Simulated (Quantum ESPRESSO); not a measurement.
**Li3ClO (Pm-3m): modes at Γ and the response to a field**

Which modes does Li3ClO (Pm-3m) have at the zone centre?

Main program and level: Quantum ESPRESSO 7.5; DFT LDA, scalar-relativistic, plane waves, PseudoDojo norm-conserving pseudopotentials.

## 1. Set-up

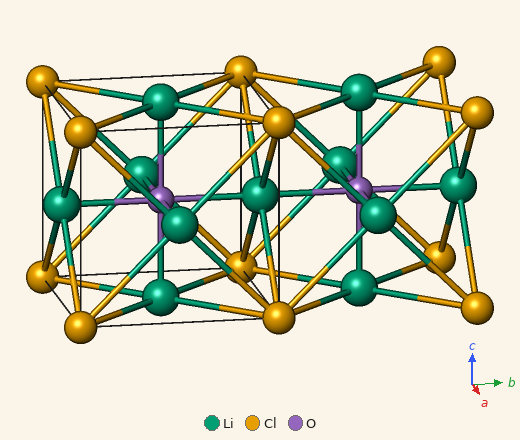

The starting structure, seen slightly off an axis (lithium teal, chlorine orange, oxygen purple). 1×2×1 cells are drawn. Some periodic images of atoms are drawn too.

Structure file:

```cif
data_structure
_symmetry_space_group_name_H-M 'P 1'
_symmetry_Int_Tables_number 1
_cell_length_a 3.9083
_cell_length_b 3.9083
_cell_length_c 3.9083
_cell_angle_alpha 90.000
_cell_angle_beta 90.000
_cell_angle_gamma 90.000
_cell_volume 59.70
loop_
_atom_site_label
_atom_site_type_symbol
_atom_site_fract_x
_atom_site_fract_y
_atom_site_fract_z
_atom_site_occupancy
Li1 Li 0.00000 0.50000 0.50000 1
Li2 Li 0.50000 0.00000 0.50000 1
Li3 Li 0.50000 0.50000 0.00000 1
Cl4 Cl 0.00000 0.00000 0.00000 1
O5 O 0.50000 0.50000 0.50000 1
```

## 2. A probe with smearing

A cheap run with smearing and empty bands tells whether the crystal has a gap, which decides between fixed occupations and smearing later on.

probe.in

```
 &control
    calculation='scf',
    prefix='x',
    outdir='./tmp',
    pseudo_dir='./pseudo',
    tprnfor=.true.,
    tstress=.true.,
    verbosity='high',
 /
 &system
    ibrav=1,
    celldm(1)=7.38568653,
    nat=5,
    ntyp=3,
    ecutwfc=92.0,
    occupations='smearing',
    smearing='gaussian',
    degauss=0.01,
 /
 &electrons
    conv_thr=1.0d-07,
    mixing_beta=0.7,
    electron_maxstep=100,
 /
ATOMIC_SPECIES
 Li      6.9400  Li.upf
 Cl     35.4500  Cl.upf
 O      15.9990  O.upf
ATOMIC_POSITIONS crystal
 Li     0.000000000   0.500000000   0.500000000
 Li     0.500000000   0.000000000   0.500000000
 Li     0.500000000   0.500000000   0.000000000
 Cl     0.000000000   0.000000000   0.000000000
 O      0.500000000   0.500000000   0.500000000
K_POINTS automatic
 6 6 6 0 0 0
```

The run is started by

```sh
$ OMP_NUM_THREADS=1 mpirun -n 4 pw.x -nk 4 -in probe.in > probe.out
```

Output:

```text
[banners, grids, parts of the stress and lines that vanish by symmetry left out]
Program PWSCF v.7.5
     bravais-lattice index     =            1
     lattice parameter (alat)  =       7.3857  a.u.
[...]
kinetic-energy cutoff     =      92.0000  Ry
     charge density cutoff     =     368.0000  Ry
     scf convergence threshold =      1.0E-07
[...]
Exchange-correlation= SLA  PW   NOGX NOGC
                           (   1   4   0   0   0   0   0)
[...]
48 Sym. Ops., with inversion, found
[...]
(     0          1          0      )
                  (     0          0          1      )
[...]
(  0.0000000  1.0000000  0.0000000 )
                  (  0.0000000  0.0000000  1.0000000 )
[...]
(     0         -1          0      )
                  (     0          0          1      )
[...]
( -1.0000000  0.0000000  0.0000000 )
                  (  0.0000000  1.0000000  0.0000000 )
[...]
number of k points=    20  Gaussian smearing, width (Ry)=  0.0100
[...]
End of self-consistent calculation
[...]
the Fermi energy is     4.7842 ev
!    total energy              =    -109.04672659 Ry
[...]
convergence has been achieved in   9 iterations
[...]
atom    1 type  1   force =     0.00000000    0.00000000    0.00000000
     atom    2 type  1   force =     0.00000000    0.00000000    0.00000000
     atom    3 type  1   force =     0.00000000    0.00000000    0.00000000
     atom    4 type  2   force =     0.00000000    0.00000000    0.00000000
     atom    5 type  3   force =     0.00000000    0.00000000    0.00000000
[...]
Total force =     0.000000     Total SCF correction =     0.000000
[...]
total   stress  (Ry/bohr**3)                   (kbar)     P=      -55.00
[...]
XML data file, charge density, pseudopotentials, collected wavefunctions

   JOB DONE.
```

Run time: 8.5 s. Hardware: 4 MPI ranks of Arm Neoverse V1, shared host.

This step gave:

```
volume per atom   : 11.94 Å³
pressure          : -5.5 GPa
gap on the k-mesh : 4.586 eV
```

A gap of 4.6 eV opens on this mesh, so the crystal is taken as an insulator; the start stands at -5.5 GPa.

## 3. Relaxing the cell and atoms

The relaxation runs at a cutoff a fifth above that of the response, since stress converges more slowly with the basis than frequencies do. Forces and stress are brought to rest with tight thresholds.

relax.in

```
 &control
    calculation='vc-relax',
    prefix='x',
    outdir='./tmp',
    pseudo_dir='./pseudo',
    tprnfor=.true.,
    tstress=.true.,
    forc_conv_thr=2.0d-05,
    etot_conv_thr=1.0d-07,
    nstep=40,
 /
 &system
    ibrav=1,
    celldm(1)=7.38568653,
    nat=5,
    ntyp=3,
    ecutwfc=110,
    occupations='fixed',
    nbnd=13,
 /
 &electrons
    conv_thr=1.0d-11,
    mixing_beta=0.7,
    electron_maxstep=100,
 /
 &ions
 /
 &cell
    press_conv_thr=0.2,
 /
ATOMIC_SPECIES
 Li      6.9400  Li.upf
 Cl     35.4500  Cl.upf
 O      15.9990  O.upf
ATOMIC_POSITIONS crystal
 Li     0.000000000   0.500000000   0.500000000
 Li     0.500000000   0.000000000   0.500000000
 Li     0.500000000   0.500000000   0.000000000
 Cl     0.000000000   0.000000000   0.000000000
 O      0.500000000   0.500000000   0.500000000
K_POINTS automatic
 6 6 6 0 0 0
```

The run is started by

```sh
$ OMP_NUM_THREADS=1 mpirun -n 4 pw.x -nk 4 -in relax.in > relax.out
```

Output:

```text
[banners, grids, parts of the stress and lines that vanish by symmetry left out]
[banner, memory and clock lines left out]
Program PWSCF v.7.5

[...]
kinetic-energy cutoff     =     110.0000  Ry
     charge density cutoff     =     440.0000  Ry
     scf convergence threshold =      1.0E-11
[...]
energy convergence thresh.=      1.0E-07
     force convergence thresh. =      2.0E-05
     press convergence thresh. =      2.0E-01
     Exchange-correlation= SLA  PW   NOGX NOGC
                           (   1   4   0   0   0   0   0)
[...]
48 Sym. Ops., with inversion, found
[...]
number of k points=    20
[...]
End of self-consistent calculation
[...]
highest occupied, lowest unoccupied level (ev):     2.6030    7.1885
!    total energy              =    -109.04673886 Ry
[...]
convergence has been achieved in  13 iterations
[...]
atom    1 type  1   force =     0.00000000    0.00000000    0.00000000
     atom    2 type  1   force =     0.00000000    0.00000000    0.00000000
     atom    3 type  1   force =     0.00000000    0.00000000    0.00000000
     atom    4 type  2   force =     0.00000000    0.00000000    0.00000000
     atom    5 type  3   force =     0.00000000    0.00000000    0.00000000
     Total force =     0.000000     Total SCF correction =     0.000000
[...]
total   stress  (Ry/bohr**3)                   (kbar)     P=      -55.15
[...]
number of bfgs steps    =   0
[...]
CELL_PARAMETERS (alat=  7.38568653)
[...]
ATOMIC_POSITIONS (crystal)
Li               0.0000000000        0.5000000000        0.5000000000
Li               0.5000000000        0.0000000000        0.5000000000
Li               0.5000000000        0.5000000000        0.0000000000
Cl               0.0000000000        0.0000000000        0.0000000000
[...]
New effective cutoffs (rho, wfc):  446.92  112.06
[...]
End of self-consistent calculation
[...]
highest occupied, lowest unoccupied level (ev):     2.8300    7.4708
!    total energy              =    -109.05050450 Ry
[...]
convergence has been achieved in   7 iterations
[...]
atom    1 type  1   force =     0.00000000    0.00000000    0.00000000
     atom    2 type  1   force =     0.00000000    0.00000000    0.00000000
     atom    3 type  1   force =     0.00000000    0.00000000    0.00000000
     atom    4 type  2   force =     0.00000000    0.00000000    0.00000000
     atom    5 type  3   force =     0.00000000    0.00000000    0.00000000
     Total force =     0.000000     Total SCF correction =     0.000000
[...]
total   stress  (Ry/bohr**3)                   (kbar)     P=      -43.26
[...]
number of bfgs steps    =   1
[...]
CELL_PARAMETERS (alat=  7.38568653)
[...]
ATOMIC_POSITIONS (crystal)
[...]
New effective cutoffs (rho, wfc):  459.88  115.31
[...]
End of self-consistent calculation
[...]
highest occupied, lowest unoccupied level (ev):     3.1900    7.8641
!    total energy              =    -109.05420192 Ry
[...]
convergence has been achieved in   8 iterations
[...]
atom    1 type  1   force =     0.00000000    0.00000000    0.00000000
     atom    2 type  1   force =     0.00000000    0.00000000    0.00000000
     atom    3 type  1   force =     0.00000000    0.00000000    0.00000000
     atom    4 type  2   force =     0.00000000    0.00000000    0.00000000
[...]
Total force =     0.000000     Total SCF correction =     0.000000
[...]
total   stress  (Ry/bohr**3)                   (kbar)     P=      -22.10
[...]
number of bfgs steps    =   2
[...]
CELL_PARAMETERS (alat=  7.38568653)
[...]
ATOMIC_POSITIONS (crystal)
[...]
New effective cutoffs (rho, wfc):  473.23  118.65
[...]
End of self-consistent calculation
[...]
highest occupied, lowest unoccupied level (ev):     3.5692    8.2736
!    total energy              =    -109.05525979 Ry
[...]
convergence has been achieved in   8 iterations
[...]
Total force =     0.000000     Total SCF correction =     0.000000
[...]
total   stress  (Ry/bohr**3)                   (kbar)     P=        3.28
[...]
number of bfgs steps    =   3
[...]
CELL_PARAMETERS (alat=  7.38568653)
[...]
ATOMIC_POSITIONS (crystal)
[...]
New effective cutoffs (rho, wfc):  471.51  118.22
[...]
End of self-consistent calculation
[...]
highest occupied, lowest unoccupied level (ev):     3.5200    8.2207
!    total energy              =    -109.05528033 Ry
[...]
convergence has been achieved in   7 iterations
[...]
Total force =     0.000000     Total SCF correction =     0.000000
[...]
total   stress  (Ry/bohr**3)                   (kbar)     P=       -0.19
[...]
number of bfgs steps    =   4
[...]
CELL_PARAMETERS (alat=  7.38568653)
[...]
ATOMIC_POSITIONS (crystal)
[...]
New effective cutoffs (rho, wfc):  471.60  118.25
[...]
End of self-consistent calculation
[...]
highest occupied, lowest unoccupied level (ev):     3.5227    8.2236
!    total energy              =    -109.05528040 Ry
[...]
convergence has been achieved in   5 iterations
[...]
atom    3 type  1   force =     0.00000000    0.00000000    0.00000000
     atom    4 type  2   force =     0.00000000    0.00000000    0.00000000
     atom    5 type  3   force =     0.00000000    0.00000000    0.00000000
     Total force =     0.000000     Total SCF correction =     0.000000
[...]
total   stress  (Ry/bohr**3)                   (kbar)     P=       -0.00
[...]
bfgs converged in   6 scf cycles and   5 bfgs steps
[...]
End of BFGS Geometry Optimization
     Final enthalpy           =    -109.0552804013 Ry
     File ./tmp/x.bfgs deleted, as requested
[...]
CELL_PARAMETERS (alat=  7.38568653)
[...]
ATOMIC_POSITIONS (crystal)
[...]
Cl               0.0000000000        0.0000000000        0.0000000000
O                0.5000000000        0.5000000000        0.5000000000
[...]
Final scf calculation at the relaxed structure.
[...]
kinetic-energy cutoff     =     110.0000  Ry
     charge density cutoff     =     440.0000  Ry
     scf convergence threshold =      1.0E-13
[...]
press convergence thresh. =      2.0E-01
     Exchange-correlation= SLA  PW   NOGX NOGC
                           (   1   4   0   0   0   0   0)
[...]
48 Sym. Ops., with inversion, found
[...]
number of k points=    20
[...]
c_bands:  1 eigenvalues not converged
     c_bands:  1 eigenvalues not converged
[...]
End of self-consistent calculation
[...]
highest occupied, lowest unoccupied level (ev):     3.5227    8.2236
!    total energy              =    -109.05527505 Ry
[...]
convergence has been achieved in  16 iterations
[...]
atom    1 type  1   force =     0.00000000    0.00000000    0.00000000
     atom    2 type  1   force =     0.00000000    0.00000000    0.00000000
     atom    3 type  1   force =     0.00000000    0.00000000    0.00000000
     atom    4 type  2   force =     0.00000000    0.00000000    0.00000000
     atom    5 type  3   force =     0.00000000    0.00000000    0.00000000
     Total force =     0.000000     Total SCF correction =     0.000000
[...]
total   stress  (Ry/bohr**3)                   (kbar)     P=        0.01
[...]
XML data file, charge density, pseudopotentials, collected wavefunctions
```

It took 58 s on 4 MPI ranks; 3.9 min of CPU time.

Step by step:

| step | energy less that of the first step (eV) | largest force (eV/Å) | pressure (GPa) | volume (Å³) |
| --- | --- | --- | --- | --- |
| 1 | 0.0000 | 0.0000 | -5.51 | 59.70 |
| 2 | -0.0512 | 0.0000 | -4.33 | 58.04 |
| 3 | -0.1015 | 0.0000 | -2.21 | 55.60 |
| 4 | -0.1159 | 0.0000 | 0.33 | 53.27 |
| 5 | -0.1162 | 0.0000 | -0.02 | 53.56 |
| 6 | -0.1162 | 0.0000 | 0.00 | 53.54 |
| 7 | -0.1161 | 0.0000 | 0.00 | 53.54 |

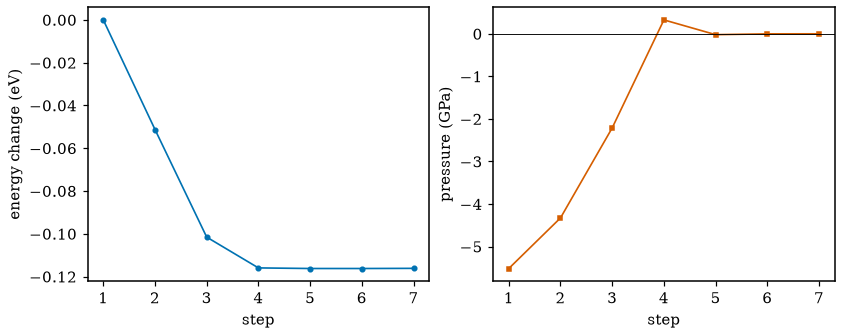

Energy and pressure along the relaxation.

| conventional cell, symmetrised | before | after | change |
| --- | --- | --- | --- |
| a (Å) | 3.908 | 3.769 | -3.6 % |
| b (Å) | 3.908 | 3.769 | -3.6 % |
| c (Å) | 3.908 | 3.769 | -3.6 % |
| volume (Å³/atom) | 11.94 | 10.71 | -10.3 % |

The relaxed structure:

```
Li Cl O
1.0
     3.76902    0.00000    0.00000
     0.00000    3.76902    0.00000
     0.00000    0.00000    3.76902
Li Cl O
3 1 1
Direct
  0.00000 0.50000 0.50000
  0.50000 0.00000 0.50000
  0.50000 0.50000 0.00000
  0.00000 0.00000 0.00000
  0.50000 0.50000 0.50000
```

The last row of the table of steps is pw.x's closing run on a basis chosen anew for the final cell, so its energy can jump.

This step gave:

```
volume per atom   : 10.71 Å³
pressure          : 0.001 GPa
gap on the k-mesh : 4.701 eV
```

The volume changes by -10.3 % from the cell with which this run began.

## 4. Self-consistent run for the response

The response is built on this ground state, so it is converged far tighter than an energy would need. With a gap, occupations are fixed, which also allows the response to an electric field.

scf.in

```
 &control
    calculation='scf',
    prefix='x',
    outdir='./tmp',
    pseudo_dir='./pseudo',
    tprnfor=.true.,
    tstress=.true.,
 /
 &system
    ibrav=1,
    celldm(1)=7.1224122,
    nat=5,
    ntyp=3,
    ecutwfc=92.0,
    occupations='fixed',
    nbnd=13,
 /
 &electrons
    conv_thr=1.0d-12,
    mixing_beta=0.7,
    electron_maxstep=100,
 /
ATOMIC_SPECIES
 Li      6.9400  Li.upf
 Cl     35.4500  Cl.upf
 O      15.9990  O.upf
ATOMIC_POSITIONS crystal
 Li     0.000000000   0.500000000   0.500000000
 Li     0.500000000   0.000000000   0.500000000
 Li     0.500000000   0.500000000   0.000000000
 Cl     0.000000000   0.000000000   0.000000000
 O      0.500000000   0.500000000   0.500000000
K_POINTS automatic
 8 8 8 0 0 0
```

The run is started by

```sh
$ OMP_NUM_THREADS=1 mpirun -n 4 pw.x -nk 4 -in scf.in > scf.out
```

Output:

```text
[banners, grids, parts of the stress and lines that vanish by symmetry left out]
[banner, memory and clock lines left out]
Program PWSCF v.7.5

[...]
kinetic-energy cutoff     =      92.0000  Ry
     charge density cutoff     =     368.0000  Ry
     scf convergence threshold =      1.0E-12
[...]
Exchange-correlation= SLA  PW   NOGX NOGC
                           (   1   4   0   0   0   0   0)
[...]
48 Sym. Ops., with inversion, found
[...]
number of k points=    35
[...]
End of self-consistent calculation
[...]
highest occupied, lowest unoccupied level (ev):     3.5228    8.2236
!    total energy              =    -109.05526367 Ry
[...]
convergence has been achieved in  15 iterations
[...]
atom    1 type  1   force =     0.00000000    0.00000000    0.00000000
     atom    2 type  1   force =     0.00000000    0.00000000    0.00000000
     atom    3 type  1   force =     0.00000000    0.00000000    0.00000000
     atom    4 type  2   force =     0.00000000    0.00000000    0.00000000
     atom    5 type  3   force =     0.00000000    0.00000000    0.00000000
     Total force =     0.000000     Total SCF correction =     0.000000
[...]
total   stress  (Ry/bohr**3)                   (kbar)     P=       -0.01
[...]
XML data file, charge density, pseudopotentials, collected wavefunctions
```

Wall time 16 s (4 MPI ranks); 65 s of CPU time.

Numbers from this step:

* pressure: -0.001 GPa

The cell stands at -0.001 GPa, close enough for phonons.

(Part 1 of 3 ends here.)

[Host names and launcher messages were left out of these logs when they were recorded.]

[Logs are printed without paths, hosts, clocks, repeated set-up lines and the standing remarks that a program may print on its own settings, such as how far it seeks lower states.]

[Hosts, paths, dates, database ids (printed as entryN), source tags and the programs' standing remarks are cut or masked in the printed files.]
